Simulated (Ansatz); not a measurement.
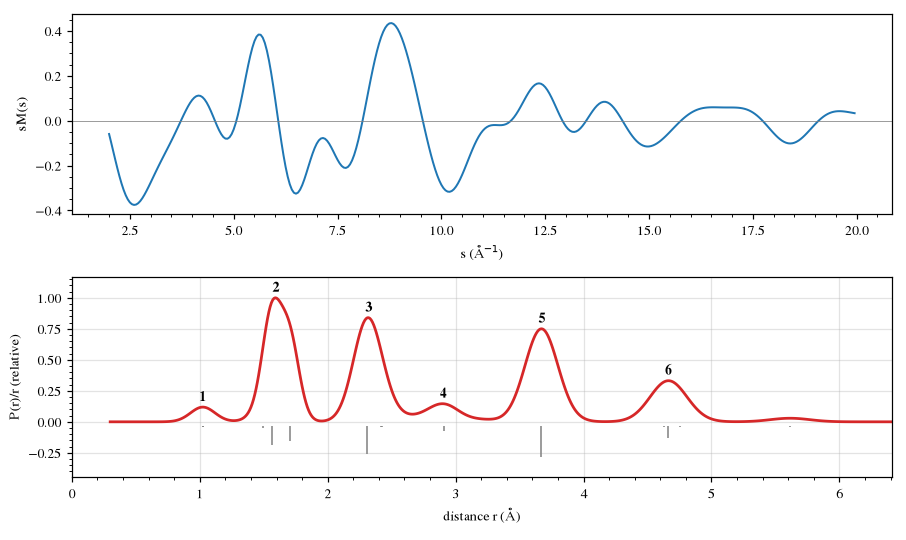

Simulated gas electron diffraction: reduced molecular intensity sM(s) from the Debye equation in the first Born approximation (top) and the radial distribution curve (bottom) of H₃NOSiZn. Each pair of atoms contributes with weight ZᵢZⱼ/r (bars below the curve); damping constant 0.0015 Å²; vibrational amplitudes assumed, not computed: 0.05 Å for bonds, 0.078 Å for bonds to H, 0.06 + 0.015 r up to 0.15 Å for other pairs. The geometry is the end point of an optimisation (RKS BLYP/def2-SVP in Ansatz 0.2.0); it may be a saddle point or a higher isomer.

### Which pairs of atoms lie under the numbered peaks? Mark bonded pairs by – and others by ···.

Peak 1, 1.02 Å: N–H 1.02 Å (×2)
Peak 2, 1.59 Å: Si–O 1.56 Å, Si–N 1.70 Å, not resolved
Peak 3, 2.32 Å: Zn···O 2.31 Å, Si···H 2.42–2.43 Å (×2), not resolved
Peak 4, 2.90 Å: O···H 2.74 Å, O···N 2.91 Å, not resolved; in its flanks O···H 3.20 Å
Peak 5, 3.67 Å: Zn···Si 3.67 Å
Peak 6, 4.66 Å: Zn···H 4.63–4.75 Å (×2), Zn···N 4.66 Å, not resolved
